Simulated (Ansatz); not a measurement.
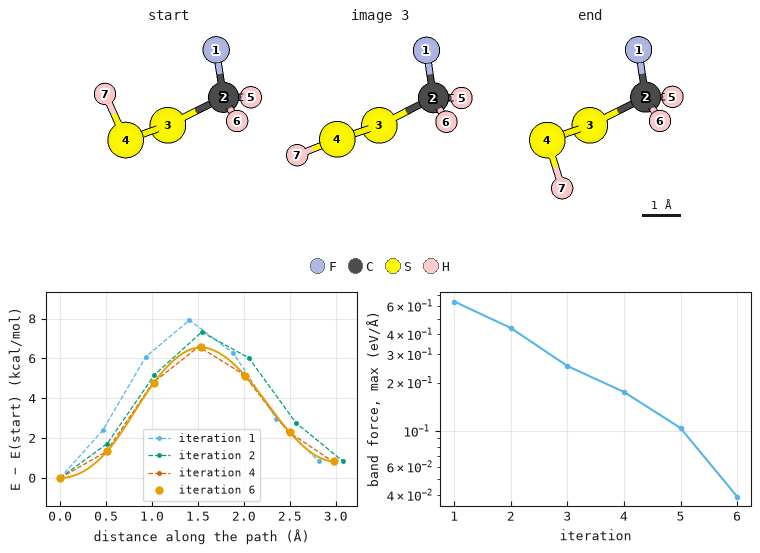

A nudged-elastic-band calculation for CH₃FS₂. Images are numbered from 0 (start) to 6 (end). The plot follows the band through its iterations. The picture is a ball-and-stick view, seen at a tilt.

The calculation used RKS PBE-D4/def2-SVP in Ansatz 0.2.0. Run with 5 movable images; climbing image; force threshold 0.05 eV/Å; iteration limit 60; starting path by image-dependent pair potential.

Q: Judge this run.

A: The result is final at these settings. The band converged in 6 iterations. The largest component of the band force went from 0.64 to 0.039 eV/Å. The climbing image converged on the top of the path. Its vibrational analysis gives one imaginary mode (262i cm⁻¹), as a transition state must have. The first iteration put the highest image at 7.9 kcal/mol. The energy climbs by 6.6 kcal/mol to image 3 and then falls by 5.7 kcal/mol, so the end point sits at +0.8 kcal/mol.

Cost: 34 s on 1 thread of AMD EPYC 9R45 96-Core Processor (Zen 5) (shared host), peak memory 0.16 GiB.
